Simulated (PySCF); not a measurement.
Input file:

```
{"job": {"kind": "nmr", "xc": "PBE0", "basis": "pcSseg-1", "pop": false}, "charge": 0, "multiplicity": 1}
Si     3.003000     0.705900    -0.371600
C      2.234500    -0.992400    -0.714600
Si     0.617000    -1.377600     0.196400
N     -0.420500    -0.038300    -0.075900
C     -1.724100     0.080400     0.474100
C     -2.485100     1.363000     0.341600
C     -2.942600     0.136500    -0.402600
H      2.153800     1.770000    -0.918700
H      3.185400     0.910500     1.066000
H      4.311200     0.795400    -1.034000
H      2.950300    -1.766700    -0.441400
H      2.079100    -1.101800    -1.788000
H      0.083800    -2.670000    -0.279800
H      0.816300    -1.473100     1.647200
H     -0.312200     0.509600    -0.915600
H     -1.806400    -0.465400     1.404500
H     -3.073500     1.709000     1.177500
H     -2.034000     2.160000    -0.231100
H     -3.843100    -0.358500    -0.074200
H     -2.797800     0.114100    -1.472500
```

Command:

```sh
OMP_NUM_THREADS=1 python probes_run.py task.json out
```

Geometry: GFN2-xTB, NEB image 0 of 0 to 8.

Level of theory: PBE0/pcSseg-1, SCF density, gas phase, non-relativistic in PySCF.

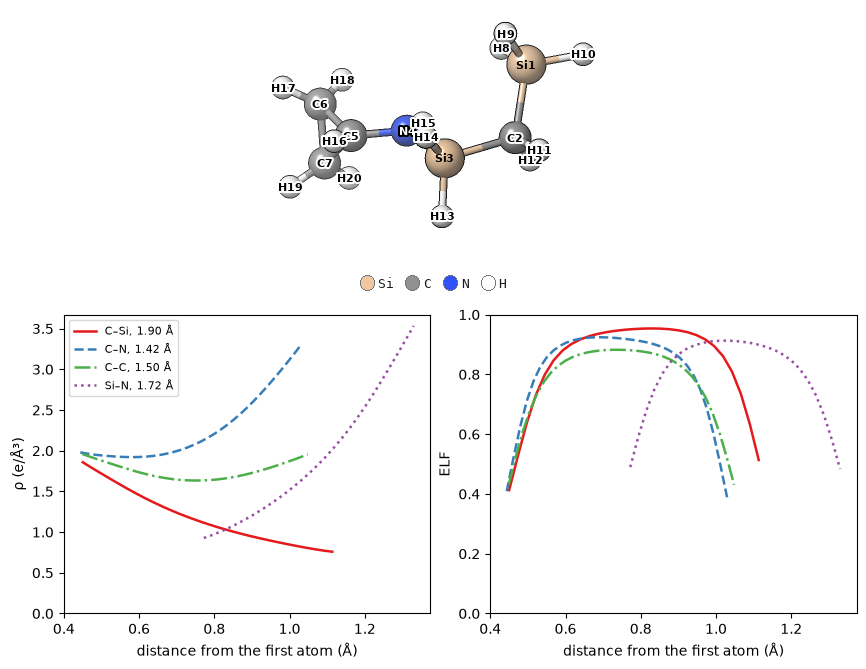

C₄H₁₃NSi₂ (SMILES [SiH3]C[SiH2]NC1CC1). Electron density and electron localisation function along straight lines between neighbouring atoms. The curves leave out the atomic cores. The structure is drawn too.

Q: What can be read from the curves?

A: C–Si (1.90 Å): ρ is about 0.9 e/Å³ halfway; the ELF peaks at about 0.95 between the atoms: a shared electron pair.
C–N (1.42 Å): the density is about 2 e/Å³ at the midpoint; the ELF peaks at about 0.90 between the atoms; a shared electron pair.
C–C (1.50 Å): ρ at the midpoint is about 1.6 e/Å³; the ELF peaks at about 0.90 between the atoms, as expected for a covalent bond.
Si–N (1.72 Å): ρ is about 1.1 e/Å³ halfway; the ELF peaks at about 0.90 between the atoms: a shared but strongly polarised pair.
